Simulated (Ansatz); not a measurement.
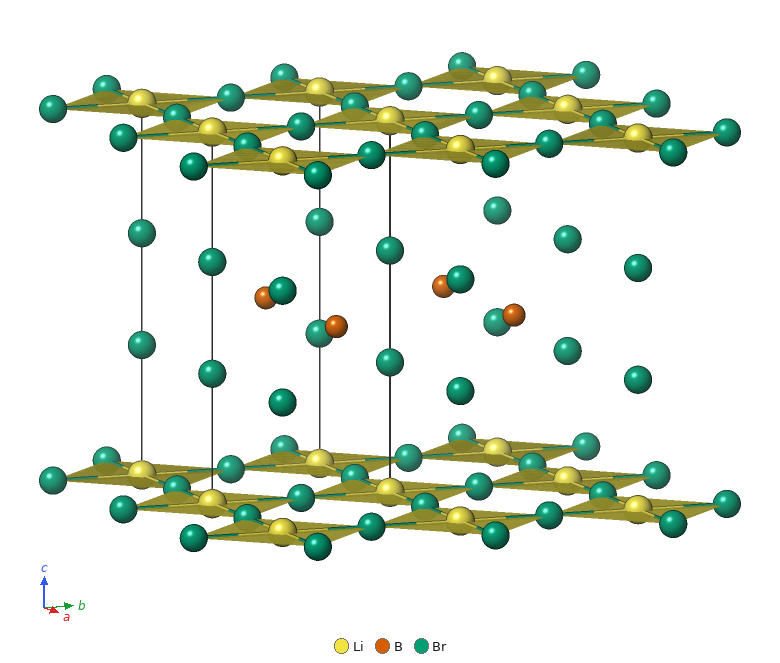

Polyhedra are drawn about Li (bonds: Br–Li below 2.6 Å); other atoms are plain spheres.

LiBBr₄ (space group P4/mmm, No. 123): the input geometry of an electronic-structure calculation (not necessarily at equilibrium); the starting structure was generated, so it need not be a known form of this composition.

> What figure surrounds each Li atom, and what does it share with the other drawn polyhedra?

Li: LiBr4 square, sharing corners with four neighbours.

> What is the connectivity of the polyhedra: isolated, groups, chains, layers or framework?

They form layers of corner-sharing squares parallel to (001).
